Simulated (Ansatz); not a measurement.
The relaxed structure here is a generated cell of Mg2Si: the first start was made by a random draw of sites in a space group, and the end was not matched to a known phase here, so it may be hypothetical. Known forms of Mg2Si include space group No. 225.

A relaxed structure of Mg$_{2}$Si. Space group Fmmm (No. 69). These are PBEsol (plane waves to 420 eV, PAW, scalar-relativistic; Ansatz, a first-principles code) values and carry that method's errors.

```cif
data_Mg4Si2
_chemical_formula_sum 'Mg4 Si2'
_space_group_name_H-M_alt 'P 1'
_space_group_IT_number 1
_cell_length_a 8.54232
_cell_length_b 6.96134
_cell_length_c 6.63558
_cell_angle_alpha 77.802
_cell_angle_beta 52.800
_cell_angle_gamma 49.398
loop_
_space_group_symop_operation_xyz
  'x, y, z'
loop_
_atom_site_label
_atom_site_type_symbol
_atom_site_fract_x
_atom_site_fract_y
_atom_site_fract_z
_atom_site_occupancy
Mg1 Mg 0.25000 0.25000 0.25000 1
Mg2 Mg 0.75000 0.75000 0.75000 1
Mg3 Mg 0.00000 0.50000 0.00000 1
Mg4 Mg 0.50000 0.00000 0.50000 1
Si1 Si 0.58878 0.58878 0.41122 1
Si2 Si 0.41122 0.41122 0.58878 1
```

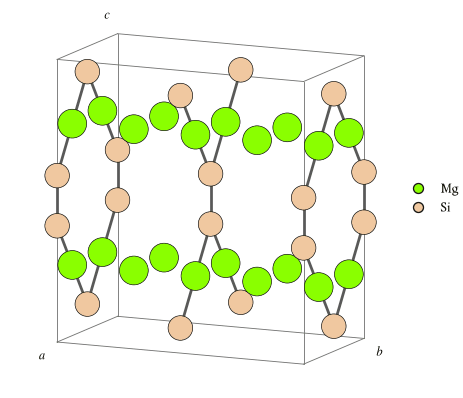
The conventional cell of the relaxed structure

```json
{
  "volume_per_atom": "37.92 Å³",
  "band_gap": "no gap (metallic)",
  "shortest_distances": "Si–Si 2.21 Å; Mg–Si 2.54 Å; Mg–Mg 2.93 Å",
  "k-mesh": "9×9×9"
}
```

Band energies at high-symmetry points (eV from the Fermi level; labels of this space group; no spin-orbit coupling), from −5 eV up to 1.9 eV:

```csv
point,energies
Γ,-4.73 -1.97 -1.60 -1.40 -1.36 -0.33 0.01 0.12 1.00
Y,-4.21 -3.93 -1.87 -1.44 -0.47 -0.10 0.03 1.06
T,-3.71 -2.66 -2.52 -1.64 -0.61 -0.11 0.33 0.97
Z,-2.55 -2.50 -2.22 -1.36 -1.32 -0.12 -0.01 0.44 0.70 0.86
Σ0,-3.51 -3.44 -2.05 -1.60 -1.14 -0.04 0.93 1.02 1.11
U0,-3.51 -3.44 -2.05 -1.60 -1.14 -0.04 0.93 1.02 1.11
C0,-3.80 -3.10 -2.49 -1.87 -0.56 -0.18 0.07 1.40 1.54
A0,-3.80 -3.10 -2.49 -1.87 -0.56 -0.18 0.07 1.40 1.54
```

No spin polarisation in the result.

The run could not lose the symmetry of its start, so the end can be a saddle point.
